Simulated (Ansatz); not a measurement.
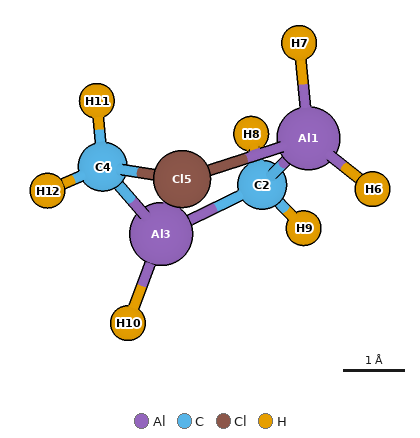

**Figure 1.** The input geometry (ball-and-stick view, seen at a tilt; atoms are numbered from 1 in the order of the input). Sticks mark near contacts. Bond lengths as drawn: Al–C 1.93 to 2.01 Å, Al–Cl 2.67 Å, Al–H 1.60 to 1.61 Å, C–Cl 1.87 Å and C–H 1.11 Å.

## C₂H₇Al₂Cl: geometry relaxation (part 1 of 2)

C₂H₇Al₂Cl, computed with RKS PBE0-D4/def2-TZVP (Ansatz 0.2.0).

The geometry: PBE-D4/def2-SVP start. Figures and captions count atoms from 1; the log counts them from 0 in places.

**What the program printed**
```
Functional definition: PBE0
  name "PBE0"
  cite "Adamo & Barone, J. Chem. Phys. 110, 6158 (1999) doi:10.1063/1.478522"
  cite "Perdew, Burke & Ernzerhof, Phys. Rev. Lett. 77, 3865 (1996) doi:10.1103/PhysRevLett.77.3865"
  parent pbe
  parameter a = 0.25
  parameter kappa = 0.804
  parameter beta = 0.06672455060314922
  exchange = (1 - a)*pbe_x(kappa = kappa, mu = beta*pi^2/3) + a*exact_x
  correlation = pbe_c(beta = beta)
1494 factors; their error is unknown
mean field evaluation 1: about -27882.3833 eV, gradient 6.8e1 eV
mean field evaluation 2: about -27871.3886 eV, gradient 8.5e1 eV
mean field evaluation 4: about -27893.0383 eV, gradient 3.3e0 eV
mean field evaluation 8: about -27893.0620 eV, gradient 7.6e-2 eV
mean field evaluation 16: about -27893.1158 eV, gradient 2.6e-5 eV
mean field -27893.11581039 eV, -1025.0530993987 hartree, gradient 2.6e-5 eV, S^2 0.000000; 0 other end points of the search recorded, 0 dependent functions left out
the calculation of the forces begins
reference -27893.11585156 eV, -1025.0531009118 hartree; 31, 31 occupied and 184, 184 virtual orbitals, 1494 factors
relax step   1: F+E_penalty+E_count = -27893.38612111 eV  Δ(F+E_penalty+E_count) = +0.000e0 eV  max|allowed force component| = 5.333e-1 eV/Å  Δτ_max = 0.0000 Å  (27 SCF iters, accepted)
these checks for a lower state are left out or cut short: starts, cluster_reference, orbital_swaps, neighbouring_geometries, increment
1494 factors; their error is unknown
mean field -27893.14995563 eV, -1025.0543542134 hartree, gradient 1.4e-5 eV, S^2 0.000000; 0 other end points of the search recorded, 0 dependent functions left out
[... from here on the field's lines of each further geometry are left out, up to the last ...]
relax step   2: F+E_penalty+E_count = -27893.42195041 eV  Δ(F+E_penalty+E_count) = -3.583e-2 eV  max|allowed force component| = 2.201e-1 eV/Å  Δτ_max = 0.0287 Å  (33 SCF iters, accepted)
relax step   3: F+E_penalty+E_count = -27893.42693267 eV  Δ(F+E_penalty+E_count) = -4.982e-3 eV  max|allowed force component| = 9.938e-2 eV/Å  Δτ_max = 0.0146 Å  (32 SCF iters, accepted)
relax step   4: F+E_penalty+E_count = -27893.42756282 eV  Δ(F+E_penalty+E_count) = -6.302e-4 eV  max|allowed force component| = 2.388e-2 eV/Å  Δτ_max = 0.0087 Å  (32 SCF iters, accepted)
relax step   5: F+E_penalty+E_count = -27893.42773272 eV  Δ(F+E_penalty+E_count) = -1.699e-4 eV  max|allowed force component| = 5.388e-2 eV/Å  Δτ_max = 0.0253 Å  (31 SCF iters, accepted)
relax step   6: F+E_penalty+E_count = -27893.42813500 eV  Δ(F+E_penalty+E_count) = -4.023e-4 eV  max|allowed force component| = 3.080e-2 eV/Å  Δτ_max = 0.0134 Å  (31 SCF iters, accepted)
relax step   7: F+E_penalty+E_count = -27893.42850223 eV  Δ(F+E_penalty+E_count) = -3.672e-4 eV  max|allowed force component| = 2.473e-2 eV/Å  Δτ_max = 0.0341 Å  (31 SCF iters, accepted)
relax step   8: F+E_penalty+E_count = -27893.42876918 eV  Δ(F+E_penalty+E_count) = -2.670e-4 eV  max|allowed force component| = 7.418e-2 eV/Å  Δτ_max = 0.0704 Å  (30 SCF iters, accepted)
relax step   9: F+E_penalty+E_count = -27893.42910399 eV  Δ(F+E_penalty+E_count) = -3.348e-4 eV  max|allowed force component| = 5.824e-2 eV/Å  Δτ_max = 0.0056 Å  (24 SCF iters, accepted)
relax step  10: F+E_penalty+E_count = -27893.42941694 eV  Δ(F+E_penalty+E_count) = -3.129e-4 eV  max|allowed force component| = 1.435e-2 eV/Å  Δτ_max = 0.0187 Å  (31 SCF iters, accepted)
relax step  11: F+E_penalty+E_count = -27893.42967507 eV  Δ(F+E_penalty+E_count) = -2.581e-4 eV  max|allowed force component| = 2.134e-2 eV/Å  Δτ_max = 0.0440 Å  (30 SCF iters, accepted)
relax step  12: F+E_penalty+E_count = -27893.42926018 eV  Δ(F+E_penalty+E_count) = +4.149e-4 eV  max|allowed force component| = 1.261e-1 eV/Å  Δτ_max = 0.1251 Å  (28 SCF iters, rejected (line search))
relax step  13: F+E_penalty+E_count = -27893.42997872 eV  Δ(F+E_penalty+E_count) = -3.036e-4 eV  max|allowed force component| = 5.213e-2 eV/Å  Δτ_max = 0.0609 Å  (30 SCF iters, accepted)
relax step  14: F+E_penalty+E_count = -27893.42966224 eV  Δ(F+E_penalty+E_count) = +3.165e-4 eV  max|allowed force component| = 1.348e-1 eV/Å  Δτ_max = 0.0990 Å  (30 SCF iters, rejected (line search))
relax step  15: F+E_penalty+E_count = -27893.43031114 eV  Δ(F+E_penalty+E_count) = -3.324e-4 eV  max|allowed force component| = 5.898e-2 eV/Å  Δτ_max = 0.0462 Å  (30 SCF iters, accepted)
relax step  16: F+E_penalty+E_count = -27893.43044371 eV  Δ(F+E_penalty+E_count) = -1.326e-4 eV  max|allowed force component| = 6.631e-2 eV/Å  Δτ_max = 0.0492 Å  (30 SCF iters, accepted)
relax step  17: F+E_penalty+E_count = -27893.43053384 eV  Δ(F+E_penalty+E_count) = -9.013e-5 eV  max|allowed force component| = 1.445e-1 eV/Å  Δτ_max = 0.0635 Å  (30 SCF iters, accepted)
relax step  18: F+E_penalty+E_count = -27893.43106792 eV  Δ(F+E_penalty+E_count) = -5.341e-4 eV  max|allowed force component| = 9.177e-2 eV/Å  Δτ_max = 0.0106 Å  (32 SCF iters, accepted)
relax step  19: F+E_penalty+E_count = -27893.43248330 eV  Δ(F+E_penalty+E_count) = -1.415e-3 eV  max|allowed force component| = 3.701e-2 eV/Å  Δτ_max = 0.0580 Å  (30 SCF iters, accepted)
relax step  20: F+E_penalty+E_count = -27893.43412345 eV  Δ(F+E_penalty+E_count) = -1.640e-3 eV  max|allowed force component| = 2.622e-1 eV/Å  Δτ_max = 0.1961 Å  (29 SCF iters, accepted)
relax step  21: F+E_penalty+E_count = -27893.43683602 eV  Δ(F+E_penalty+E_count) = -2.713e-3 eV  max|allowed force component| = 1.792e-1 eV/Å  Δτ_max = 0.0257 Å  (31 SCF iters, accepted)
relax step  22: F+E_penalty+E_count = -27893.44801914 eV  Δ(F+E_penalty+E_count) = -1.118e-2 eV  max|allowed force component| = 3.507e-2 eV/Å  Δτ_max = 0.1997 Å  (29 SCF iters, accepted)
relax step  23: F+E_penalty+E_count = -27893.45213622 eV  Δ(F+E_penalty+E_count) = -4.117e-3 eV  max|allowed force component| = 2.112e-1 eV/Å  Δτ_max = 0.1111 Å  (30 SCF iters, accepted)
relax step  24: F+E_penalty+E_count = -27893.45414953 eV  Δ(F+E_penalty+E_count) = -2.013e-3 eV  max|allowed force component| = 3.616e-1 eV/Å  Δτ_max = 0.1464 Å  (28 SCF iters, accepted)
relax step  25: F+E_penalty+E_count = -27893.46877648 eV  Δ(F+E_penalty+E_count) = -1.463e-2 eV  max|allowed force component| = 1.656e-1 eV/Å  Δτ_max = 0.1930 Å  (30 SCF iters, accepted)
relax step  26: F+E_penalty+E_count = -27893.40370866 eV  Δ(F+E_penalty+E_count) = +6.507e-2 eV  max|allowed force component| = 7.066e-1 eV/Å  Δτ_max = 0.1697 Å  (30 SCF iters, rejected (line search))
relax step  27: F+E_penalty+E_count = -27893.48059815 eV  Δ(F+E_penalty+E_count) = -1.182e-2 eV  max|allowed force component| = 5.492e-2 eV/Å  Δτ_max = 0.0848 Å  (30 SCF iters, accepted)
relax step  28: F+E_penalty+E_count = -27893.48524962 eV  Δ(F+E_penalty+E_count) = -4.651e-3 eV  max|allowed force component| = 9.003e-2 eV/Å  Δτ_max = 0.0975 Å  (30 SCF iters, accepted)
relax step  29: F+E_penalty+E_count = -27893.48578517 eV  Δ(F+E_penalty+E_count) = -5.356e-4 eV  max|allowed force component| = 1.536e-1 eV/Å  Δτ_max = 0.1219 Å  (30 SCF iters, accepted)
relax step  30: F+E_penalty+E_count = -27893.48732648 eV  Δ(F+E_penalty+E_count) = -1.541e-3 eV  max|allowed force component| = 1.150e-1 eV/Å  Δτ_max = 0.0462 Å  (30 SCF iters, accepted)
relax step  31: F+E_penalty+E_count = -27893.48889937 eV  Δ(F+E_penalty+E_count) = -1.573e-3 eV  max|allowed force component| = 7.235e-2 eV/Å  Δτ_max = 0.1075 Å  (31 SCF iters, accepted)
relax step  32: F+E_penalty+E_count = -27893.48971449 eV  Δ(F+E_penalty+E_count) = -8.151e-4 eV  max|allowed force component| = 3.890e-2 eV/Å  Δτ_max = 0.0218 Å  (31 SCF iters, accepted)
relax step  33: F+E_penalty+E_count = -27893.48993968 eV  Δ(F+E_penalty+E_count) = -2.252e-4 eV  max|allowed force component| = 2.033e-2 eV/Å  Δτ_max = 0.0381 Å  (31 SCF iters, accepted)
relax step  34: F+E_penalty+E_count = -27893.49032613 eV  Δ(F+E_penalty+E_count) = -3.864e-4 eV  max|allowed force component| = 1.261e-2 eV/Å  Δτ_max = 0.0298 Å  (31 SCF iters, accepted)
relax step  35: F+E_penalty+E_count = -27893.49051257 eV  Δ(F+E_penalty+E_count) = -1.864e-4 eV  max|allowed force component| = 2.008e-2 eV/Å  Δτ_max = 0.0385 Å  (31 SCF iters, accepted)
relax step  36: F+E_penalty+E_count = -27893.49064285 eV  Δ(F+E_penalty+E_count) = -1.303e-4 eV  max|allowed force component| = 1.866e-2 eV/Å  Δτ_max = 0.0382 Å  (31 SCF iters, accepted)
relax step  37: F+E_penalty+E_count = -27893.49085158 eV  Δ(F+E_penalty+E_count) = -2.087e-4 eV  max|allowed force component| = 1.925e-2 eV/Å  Δτ_max = 0.0646 Å  (30 SCF iters, accepted)
relax step  38: F+E_penalty+E_count = -27893.49157763 eV  Δ(F+E_penalty+E_count) = -7.260e-4 eV  max|allowed force component| = 6.436e-2 eV/Å  Δτ_max = 0.1300 Å  (30 SCF iters, accepted)
relax step  39: F+E_penalty+E_count = -27893.49579020 eV  Δ(F+E_penalty+E_count) = -4.213e-3 eV  max|allowed force component| = 1.762e-1 eV/Å  Δτ_max = 0.1935 Å  (29 SCF iters, accepted)
relax step  40: F+E_penalty+E_count = -27893.52156448 eV  Δ(F+E_penalty+E_count) = -2.577e-2 eV  max|allowed force component| = 2.557e-1 eV/Å  Δτ_max = 0.1645 Å  (29 SCF iters, accepted)
relax step  41: F+E_penalty+E_count = -27893.56360839 eV  Δ(F+E_penalty+E_count) = -4.204e-2 eV  max|allowed force component| = 3.688e-1 eV/Å  Δτ_max = 0.1961 Å  (29 SCF iters, accepted)
relax step  42: F+E_penalty+E_count = -27893.65785652 eV  Δ(F+E_penalty+E_count) = -9.425e-2 eV  max|allowed force component| = 2.803e-1 eV/Å  Δτ_max = 0.1952 Å  (30 SCF iters, accepted)
relax step  43: F+E_penalty+E_count = -27893.61430751 eV  Δ(F+E_penalty+E_count) = +4.355e-2 eV  max|allowed force component| = 8.773e-1 eV/Å  Δτ_max = 0.1937 Å  (29 SCF iters, rejected (line search))
relax step  44: F+E_penalty+E_count = -27893.68211591 eV  Δ(F+E_penalty+E_count) = -2.426e-2 eV  max|allowed force component| = 3.292e-1 eV/Å  Δτ_max = 0.0969 Å  (29 SCF iters, accepted)
relax step  45: F+E_penalty+E_count = -27893.69487369 eV  Δ(F+E_penalty+E_count) = -1.276e-2 eV  max|allowed force component| = 1.336e-1 eV/Å  Δτ_max = 0.0908 Å  (29 SCF iters, accepted)
relax step  46: F+E_penalty+E_count = -27893.69314730 eV  Δ(F+E_penalty+E_count) = +1.726e-3 eV  max|allowed force component| = 2.672e-1 eV/Å  Δτ_max = 0.1062 Å  (30 SCF iters, rejected (line search))
relax step  47: F+E_penalty+E_count = -27893.70283945 eV  Δ(F+E_penalty+E_count) = -7.966e-3 eV  max|allowed force component| = 3.888e-2 eV/Å  Δτ_max = 0.0466 Å  (31 SCF iters, accepted)
relax step  48: F+E_penalty+E_count = -27893.70313427 eV  Δ(F+E_penalty+E_count) = -2.948e-4 eV  max|allowed force component| = 2.721e-2 eV/Å  Δτ_max = 0.0060 Å  (32 SCF iters, accepted)
relax step  49: F+E_penalty+E_count = -27893.70319892 eV  Δ(F+E_penalty+E_count) = -6.465e-5 eV  max|allowed force component| = 1.547e-2 eV/Å  Δτ_max = 0.0028 Å  (23 SCF iters, accepted)
relax step  50: F+E_penalty+E_count = -27893.70323025 eV  Δ(F+E_penalty+E_count) = -3.133e-5 eV  max|allowed force component| = 9.163e-3 eV/Å  Δτ_max = 0.0062 Å  (32 SCF iters, accepted)
the calculation of the forces begins
reference -27893.42208602 eV, -1025.0643548207 hartree; 31, 31 occupied and 184, 184 virtual orbitals, 1494 factors
relax step  51: F+E_penalty+E_count = -27893.70323926 eV  Δ(F+E_penalty+E_count) = -9.013e-6 eV  max|allowed force component| = 3.099e-3 eV/Å  Δτ_max = 0.0025 Å  (24 SCF iters, accepted)
```

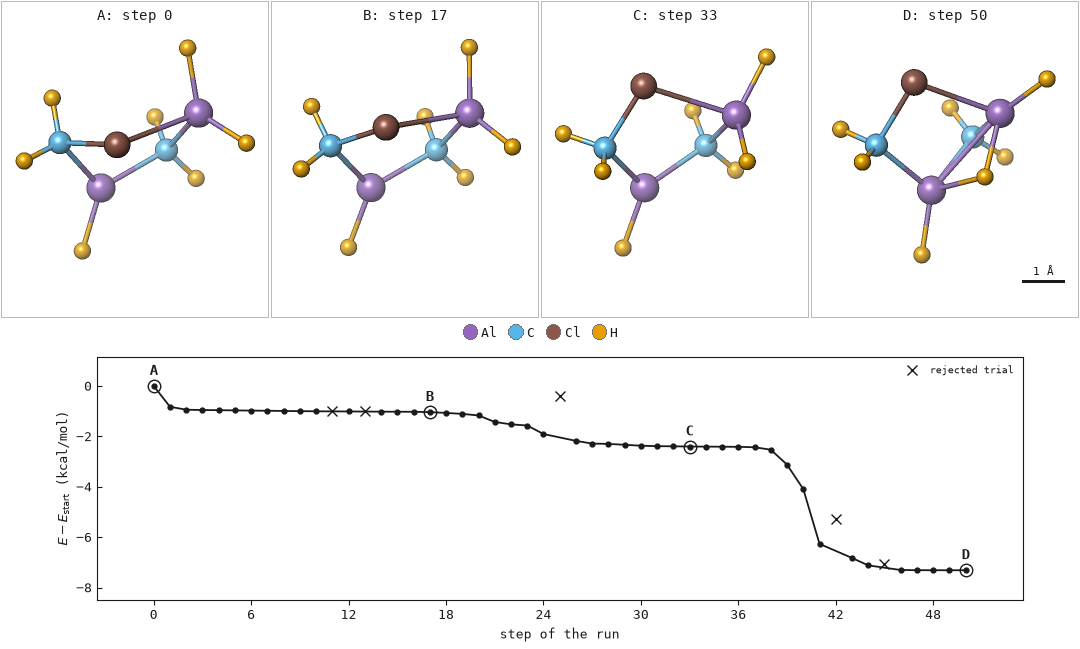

**Figure 2.** Frames of the relaxation (ball-and-stick view, seen at a tilt) above the curves, on which the letters mark them (the first geometry is step 0 here and step 1 in the log).

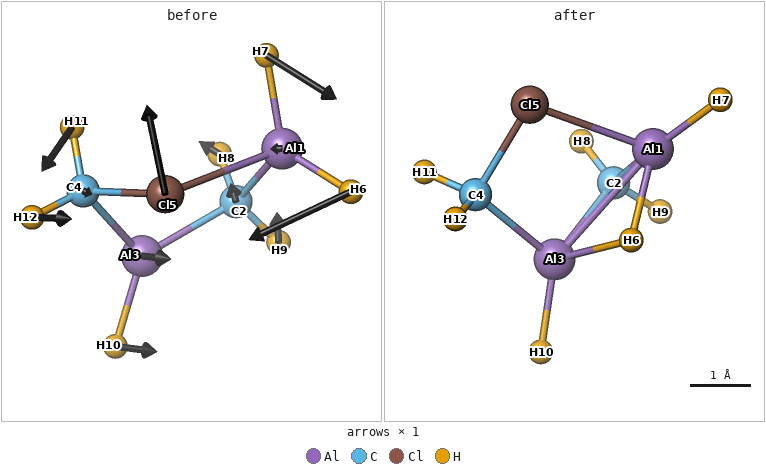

**Figure 3.** Before (left) and after (right) the relaxation, at one scale (ball-and-stick view, seen at a tilt). The black arrows give the displacements, at true length. After 50 geometry steps the energy has fallen by 7.31 kcal/mol. Largest force component: 0.53 eV/Å at the start, 0.0031 eV/Å at the end. The line search rejected the trial steps at points 11, 13, 25, 42, 45 (counted from 0) and went back. The atom that moves furthest after the best rigid fit is H6 (1.92 Å). By element the largest moves are H 1.92 Å, Cl 1.70 Å, Al 0.60 Å, C 0.37 Å. Distances before and after: Al3–H6 4.113 → 1.880 Å, Al1–Al3 3.138 → 2.571 Å, Al1–Cl5 2.671 → 2.401 Å, Al1–H6 1.605 → 1.732 Å. Among the angles that change: C2–Al1–H6 119.8° → 91.6°, C2–Al1–H7 117.3° → 143.6°, Al1–C2–Al3 106.2° → 82.4°. (Atoms are counted from 1 in the order of the input.)

```
1494 factors; their error is unknown
mean field -27893.42204619 eV, -1025.0643533571 hartree, gradient 1.2e-5 eV, S^2 0.000000; 1 other end points of the search recorded, 0 dependent functions left out
the calculation of the forces begins
reference -27893.42208602 eV, -1025.0643548207 hartree; 31, 31 occupied and 184, 184 virtual orbitals, 1494 factors
Total energy: -27893.70327909 eV, -1025.0746884753 hartree
Atom 0 at    -1.024928     0.923466    -0.835238 Å, force     0.001427    -0.000011    -0.000667 eV/Å
Atom 1 at    -1.322215    -0.883418    -0.216218 Å, force    -0.002671     0.001634    -0.000923 eV/Å
Atom 2 at     0.646211    -0.951085    -0.284378 Å, force    -0.000797    -0.000039    -0.003099 eV/Å
Atom 3 at     1.297407     0.307020     1.164130 Å, force    -0.001613    -0.000514    -0.000153 eV/Å
Atom 4 at     0.159066     1.750732     1.082193 Å, force     0.000669     0.002225     0.000797 eV/Å
Atom 5 at     0.529811     0.501866    -1.471080 Å, force     0.000172    -0.001094     0.001960 eV/Å
Atom 6 at    -1.727176     2.170465    -1.500898 Å, force    -0.000526    -0.000869     0.000931 eV/Å
Atom 7 at    -1.836315    -1.055052     0.729840 Å, force     0.000064     0.000293    -0.000748 eV/Å
Atom 8 at    -1.782999    -1.503464    -0.993388 Å, force     0.002089    -0.001564     0.001282 eV/Å
Atom 9 at     1.654525    -2.027065    -0.869365 Å, force    -0.000028     0.000124     0.000566 eV/Å
Atom 10 at     1.200336    -0.041235     2.193361 Å, force     0.000816    -0.000654     0.000199 eV/Å
Atom 11 at     2.283376     0.752670     1.034841 Å, force     0.000400     0.000467    -0.000144 eV/Å
Dipole moment:     0.110926     0.144568     0.305308 e Å
```

**Trajectory as extended XYZ (Å, eV, eV/Å), 18 of the 51 frames kept, from step=1 to step=51**
```
12
Properties=species:S:1:pos:R:3:forces:R:3 step=1 energy=-27893.38612
Al   -1.0701    1.0422   -1.0088    0.0456  -0.0960   0.0284
C    -1.0790   -0.8957   -0.5592   -0.2455  -0.1795  -0.0081
Al    0.6560   -1.2818    0.2022   -0.0466   0.1591  -0.0739
C     1.2762    0.2134    1.3881    0.1554   0.2503   0.1326
Cl    1.3709    1.4541   -0.0070   -0.1354  -0.3305   0.3510
H    -0.6928    1.5151   -2.4951   -0.0424  -0.0536   0.1717
H    -1.8255    2.0355    0.0016    0.0929  -0.1055  -0.1078
H    -1.8757   -1.0498    0.2039    0.3686   0.0738  -0.3581
H    -1.3051   -1.5346   -1.4388    0.1165   0.3018   0.4315
H     1.7312   -2.4025   -0.1804   -0.1283   0.1238   0.0664
H     0.5875    0.6610    2.1293    0.3524  -0.1840  -0.4106
H     2.3036    0.1880    1.7981   -0.5333   0.0403  -0.2231
12
Properties=species:S:1:pos:R:3:forces:R:3 step=4 energy=-27893.42756
Al   -1.0513    1.0306   -0.9971    0.0014   0.0063   0.0007
C    -1.0719   -0.8893   -0.5542    0.0045  -0.0017   0.0003
Al    0.6504   -1.2688    0.1951    0.0030  -0.0150   0.0053
C     1.2653    0.2143    1.3696    0.0012   0.0239  -0.0238
Cl    1.3339    1.4435    0.0065    0.0009   0.0119  -0.0035
H    -0.6772    1.5010   -2.4704    0.0021   0.0003   0.0006
H    -1.8026    2.0175    0.0020   -0.0037   0.0002  -0.0016
H    -1.8549   -1.0364    0.1996   -0.0085   0.0003   0.0052
H    -1.2943   -1.5200   -1.4187   -0.0033  -0.0052  -0.0067
H     1.7142   -2.3859   -0.1715   -0.0005  -0.0027   0.0000
H     0.5874    0.6446    2.1050   -0.0029  -0.0083   0.0136
H     2.2781    0.1938    1.7678    0.0056  -0.0099   0.0100
12
Properties=species:S:1:pos:R:3:forces:R:3 step=7 energy=-27893.42850
Al   -1.0533    1.0369   -1.0026   -0.0101  -0.0074  -0.0004
C    -1.0671   -0.8844   -0.5558    0.0085   0.0093   0.0059
Al    0.6502   -1.2749    0.1999   -0.0040  -0.0026   0.0027
C     1.2818    0.2161    1.3601   -0.0146  -0.0202   0.0225
Cl    1.3017    1.4834    0.0375   -0.0031   0.0247  -0.0052
H    -0.6606    1.5055   -2.4720    0.0076  -0.0008   0.0030
H    -1.8516    2.0154   -0.0310    0.0113  -0.0039  -0.0015
H    -1.8545   -1.0238    0.1959    0.0072  -0.0069  -0.0038
H    -1.2915   -1.5173   -1.4188   -0.0014   0.0034   0.0040
H     1.6978   -2.4154   -0.1443   -0.0067   0.0001  -0.0010
H     0.6199    0.6124    2.1301    0.0163  -0.0020  -0.0157
H     2.3043    0.1909    1.7349   -0.0112   0.0063  -0.0105
```
